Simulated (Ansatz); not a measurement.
**Fields on a plane of K (bcc, W type)**

```yaml
crystal:
  lattice:
    - [-2.63972, 2.63972, 2.63972]
    - [2.63972, -2.63972, 2.63972]
    - [2.63972, 2.63972, -2.63972]
  atoms:
    - { symbol: K, position: [0.00000, 0.00000, 0.00000] }
```

The slice is a {211} plane (indices of the conventional cell) through the point (0.000, 0.000, 0.000) (fractional), spanned by u = [111] and v = [1 0 -1] in vectors of this cell: u (4.57 Å) and v (7.47 Å, at 90° to u). It covers one period; positions are fractions (u, v).

Atoms on it: K at (0.00, 0.00).

The numbers are results of PBE (plane waves to 420 eV, PAW, scalar-relativistic; Ansatz, an electronic-structure program), not measurements. k mesh 13×13×13. Near the nuclei the fields are pseudised (PAW); where an atom keeps semicore shells as valence, they peak there. K was relaxed with its symmetry unable to fall.

```
|997410001479|
|875200000257|
|442100000124|
|110000000001|
|000000000000|
|000000000000|
|000000000000|
|000000000000|
|000000000000|
|000000000000|
|000000000000|
|000000000000|
|000000000000|
|000000000000|
|000000000000|
|110000000001|
|442100000124|
|875200000257|
|997410001479|
|998410001489|
```
Scale: ten equal steps from -1.81 (start of '0') to 0.61 (end of '9'), in the order '0123456789'. Values: log₁₀ of the valence density in e/Å³. The map has 12 points along u (one character each, u = 0 at the left) and 20 along v (v = 0 in the bottom row). The scale is logarithmic, as a density can span decades between atoms and voids.

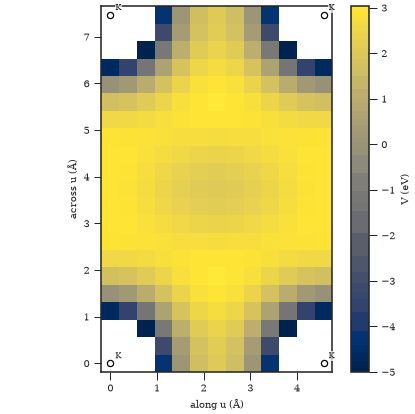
Fig. 1. Electrostatic potential energy of an electron, from the cell's mean, in eV, one period of the plane, atoms marked. Points within 1 Å of a nucleus are left white, as the pseudised field means little there. Values under -5 eV are set to -5. The zero, the cell's mean, hangs on the PAW cores.
